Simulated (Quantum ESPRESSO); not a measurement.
```xyz
6
Lattice="4.0577 0.0000 0.0000 0.0000 4.3198 0.0000 0.0000 0.0000 5.4450" Properties=species:S:1:pos:R:3 pbc="T T T"
Li    0.0000    2.1599    2.7225
Li    2.0288    0.0000    2.7225
Si    0.0000    2.1599    0.0000
Si    2.0288    0.0000    0.0000
P     0.0000    0.0000    0.0000
P     2.0288    2.1599    0.0000
```

Space group Cmmm; a generated structure, not necessarily the stable one; computed pressure about 33 GPa in this cell.

Method: Kohn-Sham DFT of a periodic cell, revPBE, GBRV 1.5 PBEsol (Quantum ESPRESSO 7.5).

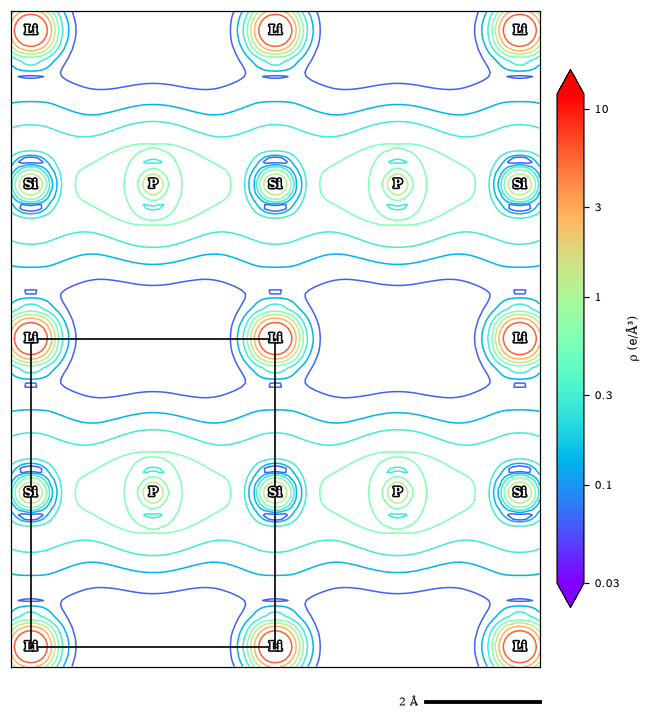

LiSiP. Valence charge density (pseudo) on the (100) plane of the conventional cell.

In a pseudopotential calculation such maps are meaningful between the atoms, not at the nuclei.

Question: What does the map show?

Answer: The section cuts through Li, Si and P sites. Li–Si (2.72 Å): ρ at the midpoint is about 0.18 e/Å³, with its minimum of 0.1 e/Å³ about 1.2 Å from Li. Si–P (2.16 Å): the density is about 0.74 e/Å³ at the midpoint. Between the atoms the lowest density in this plane is 0.04 e/Å³.
